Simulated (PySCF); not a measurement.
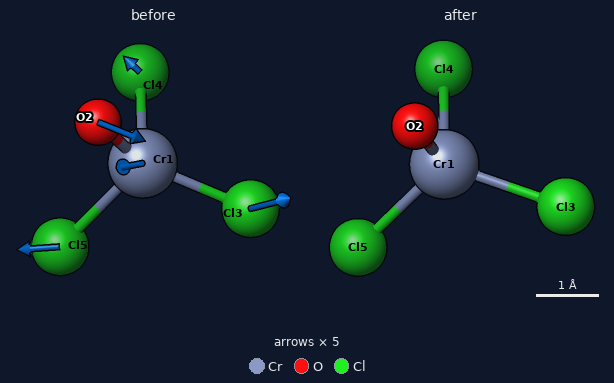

The structure of CrOCl3 (multiplicity 2) before (left) and after (right) a relaxation, at one scale. The blue arrows give the displacements, magnified 5 times.

Style: ball-and-stick. Shown face on.

The start comes from GFN2-xTB. Its atoms were then displaced at random by about 0.03 Å.

These are results of PySCF 2.14.0, density-fitted response routines, PBE0-D3(BJ)/def2-SVP geometry optimisation, gas phase, not measurements. 

> Summarise the run.

Cl3 moves most after the best rigid fit: 0.24 Å. Largest moves by element: Cl 0.24 Å, O 0.18 Å, Cr 0.17 Å. Some distances before and after: Cr1–Cl3 1.937 → 2.108 Å, Cr1–Cl4 2.176 → 2.118 Å, Cr1–O2 1.545 → 1.508 Å, Cr1–Cl5 2.137 → 2.111 Å. Among the angles between lasting bonds that change: O2–Cr1–Cl3 135.2° → 114.4°, Cl3–Cr1–Cl5 105.6° → 115.5°, Cl4–Cr1–Cl5 96.1° → 102.7°. The energy falls by 15.3 kcal/mol in 13 geometry steps. Cost: 2.4 min on 1 thread of Arm Neoverse V2, with other jobs on the host.
